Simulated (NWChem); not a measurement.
**A workflow on the pair SiCl2···BH3Se**

We compute the energy (singlet BSiH3SeCl2, MP2/STO-3G), then the energy (singlet SiCl2, MP2/STO-3G), then a single-point energy (singlet BH3Se, MP2/STO-3G), then a single-point energy (singlet SiCl2, MP2/STO-3G), then a single-point energy (singlet BH3Se, MP2/STO-3G) of BCl2H3SeSi and its partners. 

Program for the calculation: NWChem 7.3.0.

### 1 The system as given

BSiH3SeCl2 has 8 atoms, charge 0, and is taken as a singlet. The two molecules were placed rigidly side by side, at 0.8 times their contact distance; the pair isn't optimised.

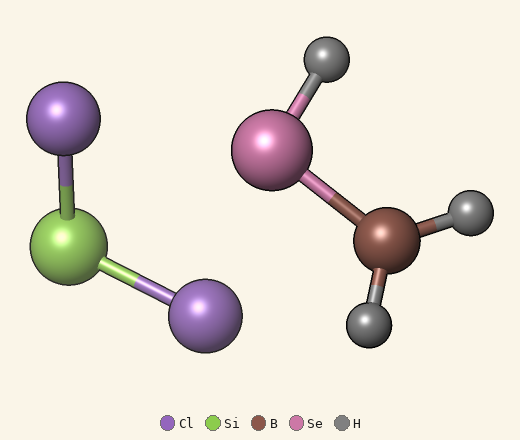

The structure, seen from a chosen angle (chlorine purple, silicon green, boron brown, selenium pink, hydrogen grey).

### 2 The energy at MP2/STO-3G (run 1)

Input file calc.nw:

```
start calc
memory 2200 mb
geometry units au noautosym nocenter noautoz
Cl     0.55520154     3.03074276     0.63872743
Si    -1.45527809    -0.01965315    -0.79746442
Cl     0.90007655    -3.01108961     0.15873699
B      6.53193284    -3.20832032     2.34399739
Se     5.12928362     0.08173065     2.06157782
H      8.39036510    -3.77597515     1.21556633
H      5.43402085    -4.62493461     3.70522381
H      6.99342285     1.12937592     0.28846669
end
basis spherical bse
Cl library STO-3G
Si library STO-3G
B library STO-3G
Se library STO-3G
H library STO-3G
end
scf
thresh 1e-08
maxiter 80
noprint "final vectors analysis"
end
mp2
freeze core 25
tight
end
task mp2
```

On the command line:

```sh
$ nwchem calc.nw > calc.out
```

Standard output, shortened:

```text
[...]
  functions       =    53
[...]
  wavefunction    = RHF
[...]
         Total SCF energy =  -3594.478986180016
      One-electron energy =  -6157.084191186821
      Two-electron energy =   1992.750960736240
 Nuclear repulsion energy =    569.854244270565
        Time for solution =      4.7s
[...]
          Total MP2 energy         -3594.580592883884
[...]
```

Run time: 6.3 s. Hardware: 1 thread of Intel Xeon Platinum 8559C (Emerald Rapids), shared host; peak memory 0.11 GiB.

### 3 SiCl2: a single-point energy at MP2/STO-3G (run 2)

Input file work.nw:

```
start work
title "Cl2Si"
memory total 2200 mb
charge 0

geometry units bohr noautosym nocenter noautoz
Cl   0.55520154   3.03074276   0.63872743
Si  -1.45527809  -0.01965315  -0.79746442
Cl   0.90007655  -3.01108961   0.15873699
end

basis "ao basis" spherical bse
* library STO-3G
end

scf
thresh 1e-08
maxiter 80
print low
end

mp2
freeze core 15
tight
end

task mp2 energy
```

On the command line:

```sh
$ nwchem work.nw > work.out
```

Standard output, shortened:

```text
[...]
  functions       =    27
[...]
  wavefunction    = RHF
[...]
         Total SCF energy =  -1194.844206305989
      One-electron energy =  -1995.279412097867
      Two-electron energy =    631.573199428048
 Nuclear repulsion energy =    168.862006363830
        Time for solution =      0.5s
[...]
          Total MP2 energy         -1194.882429640203
[...]
```

Run time: 1.2 s. Hardware: 1 thread of Intel Xeon Platinum 8559C (Emerald Rapids), shared host; peak memory 0.1 GiB.

### 4 BH3Se: a single-point energy at MP2/STO-3G (run 3)

Input file job.nw:

```
start job
memory 2200 mb

geometry units atomic noautosym nocenter noautoz
B   6.53193284 -3.20832032  2.34399739
Se  5.12928362  0.08173065  2.06157782
H   8.39036510 -3.77597515  1.21556633
H   5.43402085 -4.62493461  3.70522381
H   6.99342285  1.12937592  0.28846669
end

basis spherical bse
* library STO-3G
end

scf
thresh 1e-08
maxiter 80
noprint "final vectors analysis"
end

mp2
freeze core 10
tight
end

task mp2 energy
```

On the command line:

```sh
$ nwchem job.nw > job.out
```

Standard output, shortened:

```text
[...]
  functions       =    26
[...]
  wavefunction    = RHF
[...]
         Total SCF energy =  -2399.674303898738
      One-electron energy =  -3516.964717037766
      Two-electron energy =   1038.146385483469
 Nuclear repulsion energy =     79.144027655559
        Time for solution =      0.9s
[...]
          Total MP2 energy         -2399.736339887369
[...]
```

Run time: 1.6 s. Hardware: 1 thread of Intel Xeon Platinum 8559C (Emerald Rapids), shared host; peak memory 0.1 GiB.

### 5 SiCl2 among ghost functions: the energy at MP2/STO-3G (with ghost functions) (run 4)

Input file cl2si.nw:

```
start cl2si
title "Cl2Si energy"
memory total 2200 mb
charge 0
geometry noautosym nocenter noautoz
  Cl    0.293800    1.603800    0.338000
  Si   -0.770100   -0.010400   -0.422000
  Cl    0.476300   -1.593400    0.084000
  bqB      3.456550    -1.697770     1.240390
  bqSe     2.714300     0.043250     1.090940
  bqH      4.439990    -1.998160     0.643250
  bqH      2.875560    -2.447410     1.960720
  bqH      3.700760     0.597640     0.152650
end
basis spherical bse
  Cl library STO-3G
  Si library STO-3G
  bqB library B STO-3G
  bqSe library Se STO-3G
  bqH library H STO-3G
end
scf
  thresh 1e-08
  maxiter 80
  print low
end
mp2
  freeze core 15
  tight
end
task mp2 energy
```

On the command line:

```sh
$ nwchem cl2si.nw > cl2si.out
```

Standard output, shortened:

```text
[...]
  functions       =    53
[...]
  wavefunction    = RHF
[...]
         Total SCF energy =  -1194.852131478875
      One-electron energy =  -1995.008509424635
      Two-electron energy =    631.294359370178
 Nuclear repulsion energy =    168.862018575582
        Time for solution =      4.0s
[...]
          Total MP2 energy         -1194.891181566754
[...]
```

Wall time 5.4 s (1 thread of Intel Xeon Platinum 8559C (Emerald Rapids), shared host); peak memory 0.11 GiB.

### 6 BH3Se among ghost functions: a single-point energy at MP2/STO-3G (with ghost functions) (run 5)

Input file struct.nw:

```
start struct
memory stack 880 mb heap 220 mb global 1100 mb

geometry units angstroms noautosym nocenter noautoz
   B     3.456550   -1.697770    1.240390
   Se    2.714300    0.043250    1.090940
   H     4.439990   -1.998160    0.643250
   H     2.875560   -2.447410    1.960720
   H     3.700760    0.597640    0.152650
   bqCl     0.293800     1.603800     0.338000
   bqSi    -0.770100    -0.010400    -0.422000
   bqCl     0.476300    -1.593400     0.084000
end

basis "ao basis" spherical bse
   B library STO-3G
   Se library STO-3G
   H library STO-3G
   bqCl library Cl STO-3G
   bqSi library Si STO-3G
end

scf
   nopen 0
   rhf
   thresh 1e-08
   maxiter 80
   noprint "final vectors analysis"
end

mp2
   freeze core 10
   tight
end

task mp2
```

On the command line:

```sh
$ nwchem struct.nw > struct.out
```

Standard output, shortened:

```text
[...]
  functions       =    53
[...]
  wavefunction    = RHF
[...]
         Total SCF energy =  -2399.682217703007
      One-electron energy =  -3516.590166200286
      Two-electron energy =   1037.763915215177
 Nuclear repulsion energy =     79.144033282103
        Time for solution =      4.2s
[...]
          Total MP2 energy         -2399.744392888543
[...]
```

Wall time 5.7 s (1 thread of Intel Xeon Platinum 8559C (Emerald Rapids), shared host); peak memory 0.12 GiB.

### 7 Outcome

```
                                                                                                                  quantity           value
                                                                                           run 1, MP2/STO-3G: total energy  -3594.58059 Eh
                                                           run 1, MP2/STO-3G: correlation energy (25 core orbitals frozen)      -101.6 mEh
                                                                                                       SiCl2: total energy  -1194.88243 Eh
                                                                       SiCl2: correlation energy (15 core orbitals frozen)       -38.2 mEh
                                                                                                       BH3Se: total energy  -2399.73634 Eh
                                                                       BH3Se: correlation energy (10 core orbitals frozen)       -62.0 mEh
                                                                                 SiCl2 among ghost functions: total energy  -1194.89118 Eh
                                                 SiCl2 among ghost functions: correlation energy (15 core orbitals frozen)       -39.1 mEh
                                                                                 BH3Se among ghost functions: total energy  -2399.74439 Eh
                                                 BH3Se among ghost functions: correlation energy (10 core orbitals frozen)       -62.2 mEh
              interaction energy of the rigid parts SiCl2 and BH3Se (parts in their own basis; closest atoms 2.95 Å apart)        1.039 eV
interaction energy of the rigid parts SiCl2 and BH3Se (parts in the whole basis, counterpoise; closest atoms 2.95 Å apart)        1.496 eV
```

In words: The interaction energy of the rigid parts SiCl2 and BH3Se (parts in their own basis; closest atoms 2.95 Å apart) is 1.04 eV (24 kcal/mol): the parts repel at this shape. Without counterpoise this holds the superposition error of the basis. The interaction energy of the rigid parts SiCl2 and BH3Se (parts in the whole basis, counterpoise; closest atoms 2.95 Å apart) is 1.50 eV (144 kJ/mol): the parts repel at this shape. The basis-set superposition error is 44.1 kJ/mol. Mulliken charges (BH3Se) run from -0.05 on H3 to +0.11 on B1; they depend strongly on the basis.
